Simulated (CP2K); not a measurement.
Vinylene carbonate has these distinct O atoms: O1 (bonded to C) and O3 (bonded to 2 C).

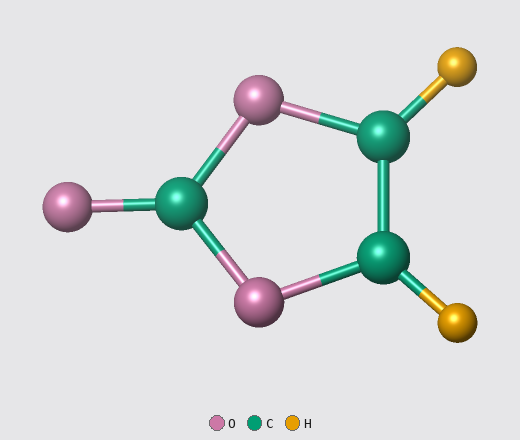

The molecule (oxygen pink, carbon teal, hydrogen orange).

```xyz
8

O     2.4902    0.0038    0.3902
C     1.3024    0.0035    0.2058
O     0.5385    1.0763   -0.2340
C    -0.7802    0.6392   -0.3149
C    -0.8364   -0.6426    0.0591
O     0.4462   -1.0711    0.3918
H    -1.5219    1.3532   -0.6463
H    -1.6389   -1.3622    0.1483
```

Their partial O K spectra (CP2K XAS_TDP, all-electron GAPW, PBEh(45%), aug-cc-pVDZ, TDA, GW2X-corrected core level, no relativity) are given in random order, each times the number of alike atoms.

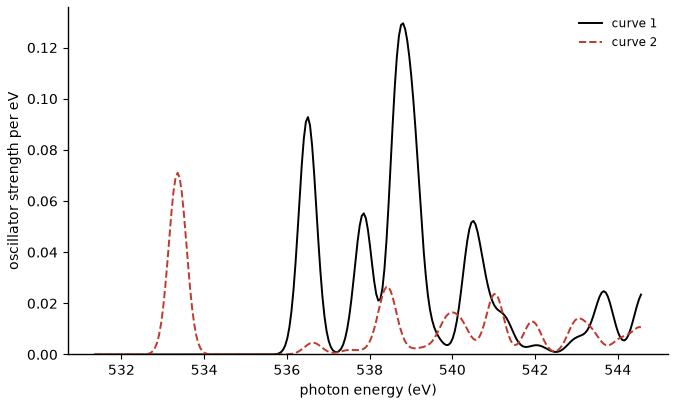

Gaussian full width 0.5 eV, oscillator strength per eV, alike atoms added, rows of zeros left out.

Which curve belongs to which atom?

Curve 1: O3 (bonded to 2 C), leading line at 536.50 eV (f = 0.025 an atom), ionisation energy 540.47 eV, term value 3.97 eV. Curve 2: O1 (bonded to C), leading line at 533.36 eV (f = 0.038 an atom), ionisation energy 538.43 eV, term value 5.07 eV. The leading line of an atom is its first one with 35 % of the strongest within 2.5 eV of its lowest line over the strength cut. A line lies at the core ionisation energy, which rises as an atom loses charge to its neighbours or to a π system, less the term value, which is large for a low π* or σ* orbital with weight on that atom.

[Banner, clock and machine lines of the logs are left out without a mark of their own.]

[Logs are printed without paths, hosts, clocks, repeated set-up lines and the standing remarks that a program may print on its own settings, such as how far it seeks lower states.]

[Hosts, paths, dates, database ids (printed as entryN), source tags and the programs' standing remarks are cut or masked in the printed files.]
